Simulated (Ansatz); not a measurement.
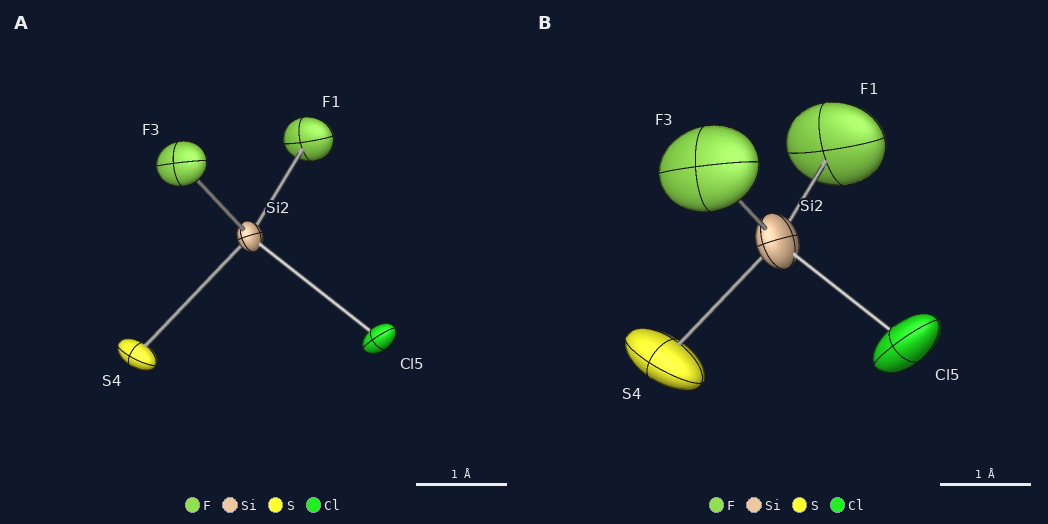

Displacement ellipsoids at the 50 % level, scaled by 3, from the internal vibrations of the free molecule (harmonic, no overall translation or rotation; no half-axis is drawn under 0.075 Å). The species is neutral and a spin doublet. Vibrations computed with UKS PBE0-D4/def2-TZVP (Ansatz 0.2.0). One panel is for 200 K, the other for 900 K.

Question: Which panel is for 900 K?

Answer: B.

Question: How much does the mean-square displacement of S4 grow, and why?

Answer: U_eq goes from 0.0018 to 0.0071 Å², a factor of 3.9. Modes below kT (626 cm⁻¹ at 900 K) grow about in proportion to T, and the lowest lies at 139 cm⁻¹; the mean-square amplitude of a mode is its zero-point value times coth(ħω/2kT), which comes close to 1 only above about 3kT.
